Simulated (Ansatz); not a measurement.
# AlH5NSi2 (charge +1): rotation by 180° about the Si1–Al2 bond

Wanted: the energy profile along the rotation by 180° about the Si1–Al2 bond, from relaxed end points and a band of images. SMILES of the start: [SiH3][Al]1[NH][SiH+]1.

Method: RKS B3LYP-D4/6-31G*, in Ansatz 0.2.0.

### 1 The starting structure

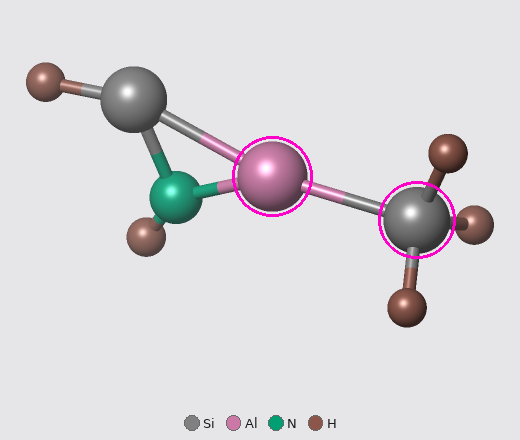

The starting structure, seen from a chosen angle (silicon grey, aluminium pink, nitrogen teal, hydrogen brown). Ringed: Si1, Al2.

As a file:

```xyz
9

Si   -0.6382    1.4892   -1.6360
Al   -0.0407    0.0430    0.2221
N     0.7271   -1.5039    0.8417
Si    0.2729   -0.9509    2.4366
H    -1.5215    0.6946   -2.5208
H    -1.3329    2.6795   -1.0955
H     0.6204    1.8551   -2.3273
H     1.2086   -2.3689    0.6231
H     0.7042   -1.9377    3.4561
```

### 2 End point A

Contents of input.yaml:

```yaml
crystal:
  periodic: [false, false, false]
  atoms:
    - { symbol: Si, position_ang: [-0.63824, 1.48921, -1.63602] }
    - { symbol: Al, position_ang: [-0.04071, 0.04296, 0.22211] }
    - { symbol: "N", position_ang: [0.72714, -1.50389, 0.84167] }
    - { symbol: Si, position_ang: [0.27291, -0.95094, 2.43663] }
    - { symbol: H, position_ang: [-1.52147, 0.69465, -2.52081] }
    - { symbol: H, position_ang: [-1.33289, 2.67948, -1.09552] }
    - { symbol: H, position_ang: [0.62044, 1.85513, -2.32727] }
    - { symbol: H, position_ang: [1.20857, -2.36889, 0.62313] }
    - { symbol: H, position_ang: [0.70424, -1.93771, 3.45608] }
total_charge: 1
basis:
  gaussian: { orbitals: "6-31G*" }
hamiltonian:
  xc: b3lyp
  dispersion: d4
relax:
  f_tol: 0.015
  max_steps: 40
output:
  orbitals: {}
```

The run is started by

```console
ansatz run input.yaml --threads 1 --pin off --max-ram 2048MiB --backend cpu --events-out ev --progress --plain --runs-dir out
```

What it wrote, shortened:

```text
Warning: RAYON_NUM_THREADS=1 ignored (pool sized by the plan → 1); use --threads N
[...]
Functional definition: B3LYP
[...]
848 factors; integrals over basis functions are off by at most 6.1e-4 eV
[...]
mean field -23916.71705527 eV, -878.9231404482 hartree, gradient 3.2e-5 eV, S^2 0.000000; 0 other end points of the search recorded, 0 dependent functions left out
[...]
reference -23916.71733774 eV, -878.9231508286 hartree; 26, 26 occupied and 56, 56 virtual orbitals, 848 factors
relax step   1: F+E_penalty+E_count = -23917.00734795 eV  Δ(F+E_penalty+E_count) = +0.000e0 eV  max|allowed force component| = 1.101e0 eV/Å  Δτ_max = 0.0000 Å  (27 SCF iters, accepted)
[...]
relax step   6: F+E_penalty+E_count = -23917.08306887 eV  Δ(F+E_penalty+E_count) = -6.107e-3 eV  max|allowed force component| = 4.978e-2 eV/Å  Δτ_max = 0.0401 Å  (28 SCF iters, accepted)
[...]
relax step   7: F+E_penalty+E_count = -23917.08327288 eV  Δ(F+E_penalty+E_count) = -2.040e-4 eV  max|allowed force component| = 1.023e-2 eV/Å  Δτ_max = 0.0071 Å  (24 SCF iters, accepted)
848 factors; integrals over basis functions are off by at most 6.1e-4 eV
[...]
mean field -23916.79330408 eV, -878.9259425402 hartree, gradient 9.7e-6 eV, S^2 0.000000; 1 other end points of the search recorded, 0 dependent functions left out
[...]
reference -23916.79358782 eV, -878.9259529675 hartree; 26, 26 occupied and 56, 56 virtual orbitals, 848 factors
Total energy: -23917.08355662 eV, -878.9366091241 hartree
Atom 0 at    -0.644964     1.498297    -1.646832 Å, force     0.000045    -0.001296     0.002376 eV/Å
Atom 1 at    -0.004830    -0.020402     0.183266 Å, force     0.001607    -0.002154    -0.010226 eV/Å
Atom 2 at     0.749455    -1.551363     0.854091 Å, force    -0.005262     0.010185    -0.001219 eV/Å
Atom 3 at     0.279159    -0.944648     2.379586 Å, force     0.000638    -0.001956     0.004361 eV/Å
Atom 4 at    -1.539694     0.706416    -2.521298 Å, force     0.001043    -0.000027     0.002188 eV/Å
Atom 5 at    -1.325193     2.646460    -1.009504 Å, force     0.001019    -0.001675     0.000462 eV/Å
Atom 6 at     0.623800     1.871922    -2.312296 Å, force    -0.000441    -0.001095     0.002220 eV/Å
Atom 7 at     1.229528    -2.392302     0.533317 Å, force     0.002039    -0.002819    -0.004805 eV/Å
Atom 8 at     0.632729    -1.814380     3.539669 Å, force    -0.000689     0.000836     0.004645 eV/Å
Dipole moment:     0.132662    -0.290729     0.245275 e Å
```

Run time: 33 s. Hardware: 1 thread of Arm Neoverse V1, shared host; peak memory 0.17 GiB.

Relaxation path:

| step | energy from step 1 (eV) | largest force component (eV/Å) |
| --- | --- | --- |
| 1 | 0.0000 | 1.1006 |
| 2 | -0.0448 | 0.7944 |
| 3 | -0.0619 | 0.3816 |
| 4 | -0.0696 | 0.2402 |
| 5x | -0.0574 | 0.2972 |
| 6 | -0.0757 | 0.0498 |
| 7 | -0.0759 | 0.0102 |

Step 1 is the start. 1 step was tried and not accepted (marked x).

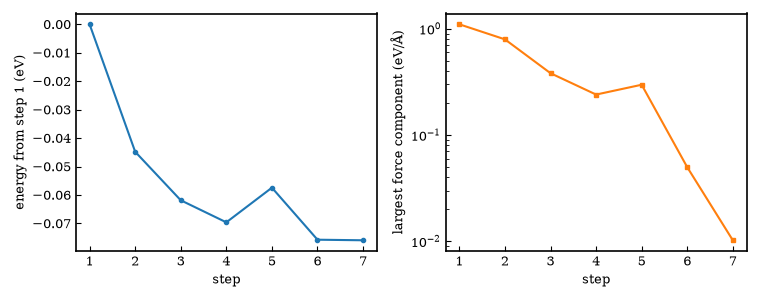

Energy and largest force along the relaxation.

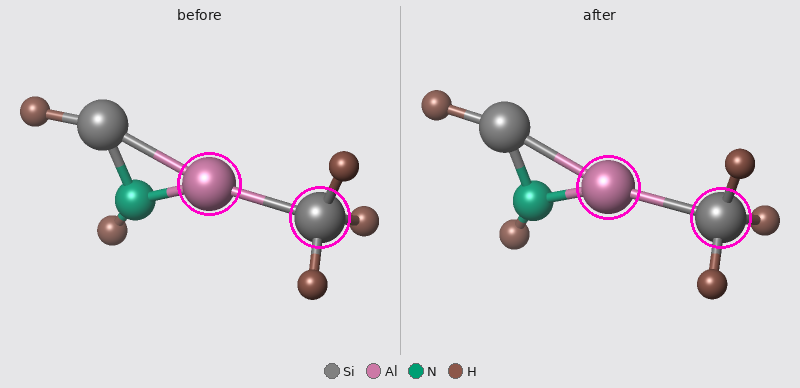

The structure before (left) and after (right), drawn at the same scale.

After: Bond lengths: Si1–Al2 2.463 Å, Al2–N3 1.834 Å, Al2–Si4 2.400 Å, N3–Si4 1.708 Å, Si1–H5 1.481 Å, Si1–H6 1.479 Å, Si1–H7 1.481 Å, N3–H8 1.020 Å, Si4–H9 1.492 Å. Angles (14 of 15 angles, heavy atoms first): Si1–Al2–N3 153.3°, Si1–Al2–Si4 161.5°, N3–Al2–Si4 45.2°, Al2–N3–Si4 85.2°, Al2–Si4–N3 49.6°, Al2–Si1–H5 105.4°, Al2–Si1–H6 106.1°, Al2–Si1–H7 105.5°, Al2–N3–H8 140.1°, Si4–N3–H8 134.7°, Al2–Si4–H9 164.6°, N3–Si4–H9 115.0°, H5–Si1–H6 113.1°, H5–Si1–H7 112.8°.

### 3 Relaxing end B

The second end starts from a geometry with the move made by hand.

Contents of input.yaml:

```yaml
crystal:
  periodic: [false, false, false]
  atoms:
    - { symbol: Si, position_ang: [-0.63824, 1.48921, -1.63602] }
    - { symbol: Al, position_ang: [-0.04071, 0.04296, 0.22211] }
    - { symbol: "N", position_ang: [-0.02948, -0.29586, 2.02524] }
    - { symbol: Si, position_ang: [0.808, -1.77641, 1.62206] }
    - { symbol: H, position_ang: [-1.52147, 0.69465, -2.52081] }
    - { symbol: H, position_ang: [-1.33289, 2.67948, -1.09552] }
    - { symbol: H, position_ang: [0.62044, 1.85513, -2.32727] }
    - { symbol: H, position_ang: [-0.28155, 0.01401, 2.95701] }
    - { symbol: H, position_ang: [1.10146, -2.54393, 2.8565] }
total_charge: 1
basis:
  gaussian: { orbitals: "6-31G*" }
hamiltonian:
  xc: b3lyp
  dispersion: d4
relax:
  f_tol: 0.015
  max_steps: 40
output:
  orbitals: {}
```

The run is started by

```console
ansatz run input.yaml --threads 1 --pin off --max-ram 2048MiB --backend cpu --events-out ev --progress --plain --runs-dir out
```

What it wrote, shortened:

```text
Warning: RAYON_NUM_THREADS=1 ignored (pool sized by the plan → 1); use --threads N
[...]
Functional definition: B3LYP
[...]
848 factors; integrals over basis functions are off by at most 6.1e-4 eV
[...]
mean field -23916.71494830 eV, -878.9230630183 hartree, gradient 3.5e-5 eV, S^2 0.000000; 0 other end points of the search recorded, 0 dependent functions left out
[...]
reference -23916.71523176 eV, -878.9230734353 hartree; 26, 26 occupied and 56, 56 virtual orbitals, 848 factors
relax step   1: F+E_penalty+E_count = -23917.00524355 eV  Δ(F+E_penalty+E_count) = +0.000e0 eV  max|allowed force component| = 1.067e0 eV/Å  Δτ_max = 0.0000 Å  (26 SCF iters, accepted)
[...]
relax step   6: F+E_penalty+E_count = -23917.08443613 eV  Δ(F+E_penalty+E_count) = -7.787e-3 eV  max|allowed force component| = 7.466e-2 eV/Å  Δτ_max = 0.0443 Å  (28 SCF iters, accepted)
[...]
Total energy: -23917.08505383 eV, -878.9366641456 hartree
Atom 0 at    -0.637169     1.485720    -1.658311 Å, force     0.001045    -0.001904     0.002471 eV/Å
Atom 1 at    -0.069069     0.086873     0.286913 Å, force    -0.007863     0.012829     0.008873 eV/Å
Atom 2 at    -0.031608    -0.296668     2.080230 Å, force     0.000871    -0.000082    -0.008773 eV/Å
Atom 3 at     0.779107    -1.724418     1.611625 Å, force     0.007853    -0.013199    -0.006038 eV/Å
Atom 4 at    -1.512078     0.650819    -2.511127 Å, force     0.001071    -0.000977     0.001541 eV/Å
Atom 5 at    -1.329295     2.672611    -1.106703 Å, force     0.001157    -0.002284     0.000099 eV/Å
Atom 6 at     0.652322     1.816969    -2.304332 Å, force    -0.000113    -0.001566     0.001365 eV/Å
Atom 7 at    -0.328144     0.099584     2.972250 Å, force    -0.004165     0.008065    -0.001629 eV/Å
Atom 8 at     1.161494    -2.632249     2.732754 Å, force     0.000143    -0.000884     0.002091 eV/Å
Dipole moment:     0.061792    -0.177718     0.357460 e Å
```

It took 33 s on 1 thread of Arm Neoverse V1, shared host; peak memory 0.17 GiB.

Step by step:

| step | energy from step 1 (eV) | largest force component (eV/Å) |
| --- | --- | --- |
| 1 | 0.0000 | 1.0671 |
| 2 | -0.0487 | 0.7211 |
| 3 | -0.0642 | 0.3152 |
| 4 | -0.0714 | 0.2580 |
| 5x | -0.0538 | 0.3831 |
| 6 | -0.0792 | 0.0747 |
| 7 | -0.0795 | 0.0132 |

Step 1 is the start. 1 step was tried and not accepted (marked x).

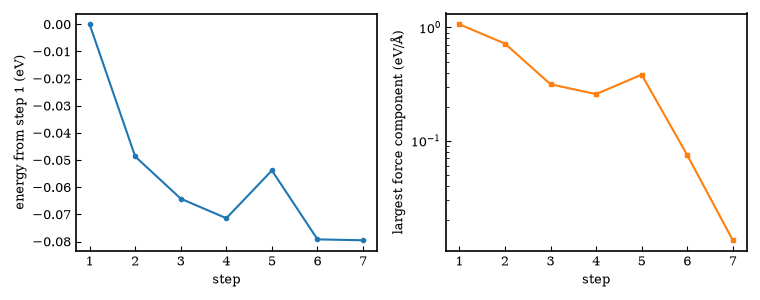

Energy and largest force along the relaxation.

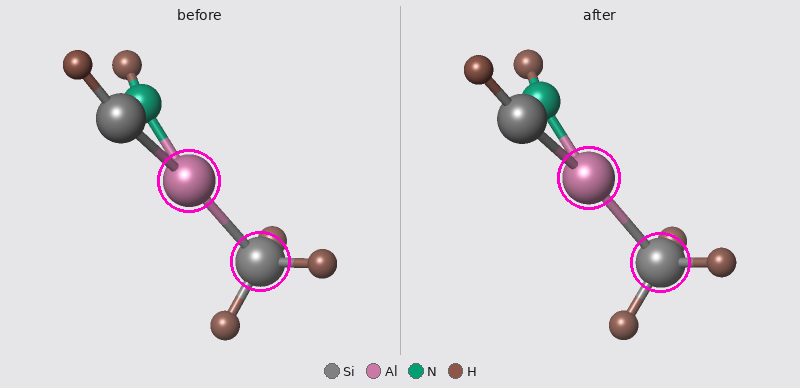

Before and after, at one scale.

After: Bond lengths: Si1–Al2 2.462 Å, Al2–N3 1.834 Å, Al2–Si4 2.399 Å, N3–Si4 1.707 Å, Si1–H5 1.480 Å, Si1–H6 1.481 Å, Si1–H7 1.480 Å, N3–H8 1.020 Å, Si4–H9 1.492 Å. Angles (14 of 15 angles, heavy atoms first): Si1–Al2–N3 153.6°, Si1–Al2–Si4 161.2°, N3–Al2–Si4 45.2°, Al2–N3–Si4 85.2°, Al2–Si4–N3 49.6°, Al2–Si1–H5 105.7°, Al2–Si1–H6 105.6°, Al2–Si1–H7 105.7°, Al2–N3–H8 140.2°, Si4–N3–H8 134.7°, Al2–Si4–H9 164.7°, N3–Si4–H9 115.1°, H5–Si1–H6 113.0°, H5–Si1–H7 112.9°.

### 4 The band

crystal.atoms is end A as relaxed above, and neb.final_atoms is end B, turned to lie on A. With 7 inner images the band has 9 in all. The start path is listed, through a guess of the saddle.

Contents of input.yaml:

```yaml
crystal:
  periodic: [false, false, false]
  atoms:
    - { symbol: Si, position_ang: [-0.644964, 1.498297, -1.646832] }
    - { symbol: Al, position_ang: [-0.00483, -0.020402, 0.183266] }
    - { symbol: "N", position_ang: [0.749455, -1.551363, 0.854091] }
    - { symbol: Si, position_ang: [0.279159, -0.944648, 2.379586] }
    - { symbol: H, position_ang: [-1.539694, 0.706416, -2.521298] }
    - { symbol: H, position_ang: [-1.325193, 2.64646, -1.009504] }
    - { symbol: H, position_ang: [0.6238, 1.871922, -2.312296] }
    - { symbol: H, position_ang: [1.229528, -2.392302, 0.533317] }
    - { symbol: H, position_ang: [0.632729, -1.81438, 3.539669] }
total_charge: 1
basis:
  gaussian: { orbitals: "6-31G*" }
hamiltonian:
  xc: b3lyp
  dispersion: d4
neb:
  order_check: false
  images: 7
  f_tol: 0.05
  max_iterations: 60
  final_atoms:
    - { symbol: Si, position_ang: [-0.56221617, 1.36851306, -1.78438203] }
    - { symbol: Al, position_ang: [0.07975972, -0.15562782, 0.03997224] }
    - { symbol: "N", position_ang: [0.17932854, -0.66133957, 1.80032293] }
    - { symbol: Si, position_ang: [0.98393056, -2.04592778, 1.20799649] }
    - { symbol: H, position_ang: [-1.45911989, 0.58628123, -2.66386918] }
    - { symbol: H, position_ang: [-1.24387574, 2.50820138, -1.12980523] }
    - { symbol: H, position_ang: [0.70281538, 1.75529422, -2.4476705] }
    - { symbol: H, position_ang: [-0.09020076, -0.33017385, 2.7267851] }
    - { symbol: H, position_ang: [1.40956837, -3.02522087, 2.2506492] }
  initial_path:
    images:
      - { positions_ang: [[-0.644964, 1.498297, -1.646832], [-0.00483, -0.020402, 0.183266], [0.749455, -1.551363, 0.854091], [0.279159, -0.944648, 2.379586], [-1.539694, 0.706416, -2.521298], [-1.325193, 2.64646, -1.009504], [0.6238, 1.871922, -2.312296], [1.229528, -2.392302, 0.533317], [0.632729, -1.81438, 3.539669]] }
      - { positions_ang: [[-0.65517235, 1.48086914, -1.65261185], [-0.03889204, -0.03321737, 0.17780046], [0.83537183, -1.4346743, 0.90687239], [0.15463201, -1.08668753, 2.31921579], [-1.67995066, 0.82155479, -2.39643305], [-1.11524088, 2.68996947, -1.05900975], [0.52182633, 1.67622689, -2.43319135], [1.43507465, -2.14603971, 0.68354544], [0.54234111, -1.96800139, 3.45381091]] }
      - { positions_ang: [[-0.6653807, 1.46344128, -1.6583917], [-0.07295408, -0.04603273, 0.17233492], [0.92128866, -1.3179856, 0.95965378], [0.03010503, -1.22872707, 2.25884558], [-1.82020732, 0.93669358, -2.2715681], [-0.90528876, 2.73347894, -1.10851549], [0.41985266, 1.48053179, -2.55408669], [1.6406213, -1.89977741, 0.83377389], [0.45195322, -2.12162278, 3.36795281]] }
      - { positions_ang: [[-0.67558906, 1.44601343, -1.66417156], [-0.10701612, -0.0588481, 0.16686938], [1.00720549, -1.2012969, 1.01243517], [-0.09442196, -1.3707666, 2.19847537], [-1.96046398, 1.05183237, -2.14670314], [-0.69533664, 2.77698841, -1.15802124], [0.317879, 1.28483668, -2.67498204], [1.84616794, -1.65351512, 0.98400233], [0.36156533, -2.27524417, 3.28209472]] }
      - { positions_ang: [[-0.68579741, 1.42858557, -1.66995141], [-0.14107817, -0.07166346, 0.16140384], [1.09312232, -1.0846082, 1.06521656], [-0.21894895, -1.51280613, 2.13810516], [-2.10072064, 1.16697116, -2.02183819], [-0.48538452, 2.82049787, -1.20752698], [0.21590533, 1.08914158, -2.79587738], [2.05171459, -1.40725282, 1.13423077], [0.27117744, -2.42886556, 3.19623663]] }
      - { positions_ang: [[-0.6549021, 1.41356744, -1.69855906], [-0.0858687, -0.09265455, 0.13104594], [0.86467387, -0.97879104, 1.24899315], [0.08177093, -1.64608654, 1.90557799], [-1.94032046, 1.02179868, -2.18234594], [-0.67500732, 2.74242375, -1.18809655], [0.33763284, 1.25567974, -2.70882566], [1.51623576, -1.13798308, 1.53236935], [0.55577517, -2.57795439, 2.95983977]] }
      - { positions_ang: [[-0.62400679, 1.39854931, -1.72716672], [-0.03065923, -0.11364564, 0.10068804], [0.63622543, -0.87297389, 1.43276975], [0.38249081, -1.77936695, 1.67305082], [-1.77992027, 0.8766262, -2.34285369], [-0.86463013, 2.66434963, -1.16866611], [0.45936035, 1.4222179, -2.62177394], [0.98075692, -0.86871334, 1.93050793], [0.8403729, -2.72704321, 2.72344291]] }
      - { positions_ang: [[-0.59311148, 1.38353119, -1.75577438], [0.02455025, -0.13463673, 0.07033014], [0.40777698, -0.76715673, 1.61654634], [0.68321069, -1.91264736, 1.44052365], [-1.61952008, 0.73145372, -2.50336143], [-1.05425294, 2.5862755, -1.14923567], [0.58108787, 1.58875606, -2.53472222], [0.44527808, -0.5994436, 2.32864652], [1.12497064, -2.87613204, 2.48704606]] }
      - { positions_ang: [[-0.56221617, 1.36851306, -1.78438203], [0.07975972, -0.15562782, 0.03997224], [0.17932854, -0.66133957, 1.80032293], [0.98393056, -2.04592778, 1.20799649], [-1.45911989, 0.58628123, -2.66386918], [-1.24387574, 2.50820138, -1.12980523], [0.70281538, 1.75529422, -2.4476705], [-0.09020076, -0.33017385, 2.7267851], [1.40956837, -3.02522087, 2.2506492]] }
```

The run is started by

```console
ansatz run input.yaml --threads 1 --pin off --max-ram 2048MiB --backend cpu --events-out ev --progress --plain --runs-dir out
```

What it wrote, shortened:

```text
Warning: RAYON_NUM_THREADS=1 ignored (pool sized by the plan → 1); use --threads N
[...]
Functional definition: B3LYP
[...]
847 factors; integrals over basis functions are off by at most 6.1e-4 eV
[...]
mean field -23916.79330648 eV, -878.9259426283 hartree, gradient 1.8e-5 eV, S^2 0.000000; 0 other end points of the search recorded, 0 dependent functions left out
[...]
reference -23916.79359024 eV, -878.9259530564 hartree; 26, 26 occupied and 56, 56 virtual orbitals, 847 factors
847 factors; integrals over basis functions are off by at most 6.0e-4 eV
[...]
mean field -23916.79478303 eV, -878.9259968905 hartree, gradient 1.8e-5 eV, S^2 0.000000; 0 other end points of the search recorded, 0 dependent functions left out
[...]
reference -23916.79506722 eV, -878.9260073343 hartree; 26, 26 occupied and 56, 56 virtual orbitals, 847 factors
[...]
Total energy: -23917.08339174 eV, -878.9366030651 hartree
Atom 0 at    -0.695812     1.386879    -1.720367 Å, force    -0.005651     0.004354     0.000448 eV/Å
Atom 1 at    -0.057955    -0.123713     0.116106 Å, force     0.009985    -0.009039    -0.008120 eV/Å
Atom 2 at     1.118788    -0.823663     1.337737 Å, force     0.015578     0.033316    -0.029777 eV/Å
Atom 3 at    -0.178408    -1.836315     1.790219 Å, force    -0.017014    -0.018186     0.017065 eV/Å
Atom 4 at    -2.038969     0.948423    -2.157922 Å, force     0.001857     0.002117     0.001488 eV/Å
Atom 5 at    -0.692641     2.745524    -1.132460 Å, force    -0.001397     0.002644    -0.000787 eV/Å
Atom 6 at     0.339370     1.210692    -2.764217 Å, force     0.002627    -0.004621     0.007684 eV/Å
Atom 7 at     2.086153    -0.707374     1.640898 Å, force    -0.011386    -0.013048     0.011766 eV/Å
Atom 8 at     0.119464    -2.800453     2.890006 Å, force     0.005400     0.002463     0.000233 eV/Å
Dipole moment:     0.172215    -0.213431     0.296971 e Å
this run last wrote the band of iteration 15 to <dir>
```

Run time: 7.3 min. Hardware: 1 thread of Arm Neoverse V1, shared host; peak memory 0.17 GiB.

[end of part 1 of 2]
